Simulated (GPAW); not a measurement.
**SiO2 (P4_2/mnm): how ε∞ follows the gap**

The empty bands of SiO2 (P4_2/mnm) are shifted up rigidly by Δ, and ε∞ along x is computed for each shift. x, y and z are the Cartesian axes of the input cell.

The structure is tetragonal, space group P4_2/mnm (No. 136). Conventional cell: a = 4.177 Å, b = 4.177 Å, c = 2.665 Å, α = 90.00°, β = 90.00°, γ = 90.00°. Si on site a is surrounded by 6 O at 1.76 to 1.81 Å. O on site f has 3 Si at 1.76 to 1.81 Å as nearest neighbours.

Method: GPAW 26.7.0, PBE, RPA, k-mesh 8×8×12, local fields up to 70 eV, Lorentzian half width 0.12 eV.

Launch of the response step: `OMP_NUM_THREADS=1 python df.py`. The series took 7.8 min in all, its band step included, on 1 thread of Arm Neoverse V1, with other jobs on the host.

```tsv
Δ (eV)	ε∞ along x
0.00	3.204
0.25	3.167
0.50	3.130
0.75	3.095
1.00	?
1.50	2.996
2.00	2.936
3.00	2.827
```

With one effective transition at E₀ and fixed dipole strength, ε∞ − 1 = A/(E₀ + Δ), so 1/(ε∞ − 1) is linear in Δ.

Working, on the rows shown:

| x = Δ (eV) | y = 1/(ε∞ − 1) |
| --- | --- |
| 0 | 0.453721 |
| 0.25 | 0.461467 |
| 0.5 | 0.469484 |
| 0.75 | 0.477327 |
| 1.5 | 0.501002 |
| 2 | 0.516529 |
| 3 | 0.547345 |

Means: x̄ = 1.1429, ȳ = 0.48955. Σ(x − x̄)(y − ȳ) = 0.2183, Σ(x − x̄)² = 6.982. Slope = 0.2183 / 6.982 = 0.03126; intercept = ȳ − slope · x̄ = 0.45383. Turned back into ε∞ along x, the line misses the rows shown by at most 0.0011.

What does the fit predict for the withheld row, and how well does it do?

At x = 1 the line gives y = 0.48509, that is 3.061. The run gave 3.061, so the interpolation holds to the digits printed.

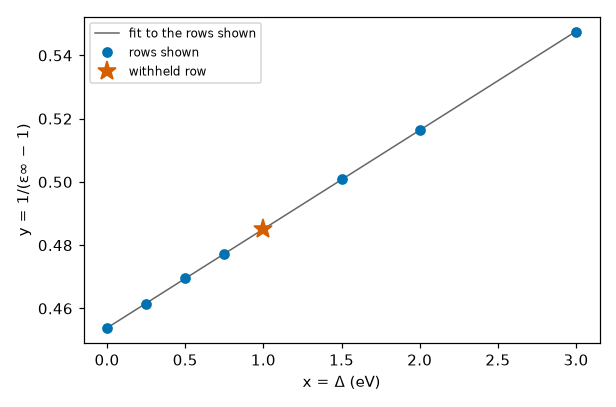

Refitted with all rows, the slope is 0.03126 and the intercept 0.45384. These give E₀ = intercept/slope = 14.5 eV, far above the least direct gap of 5.66 eV: most of the screening comes from transitions well over the edge. Over the first step ε∞ falls by 5 % per eV. Excitons are left out; PBE gaps are as a rule too small. The values come from a sum over the points of one k-mesh and carry its error, which grows as the direct gap shrinks. This version of GPAW has incomplete matrix elements in the optical limit, which can lower ε − 1 by up to a tenth where first-row anions or d states rule.

[Logs are printed without paths, hosts, clocks, repeated set-up lines and the standing remarks that a program may print on its own settings, such as how far it seeks lower states.]
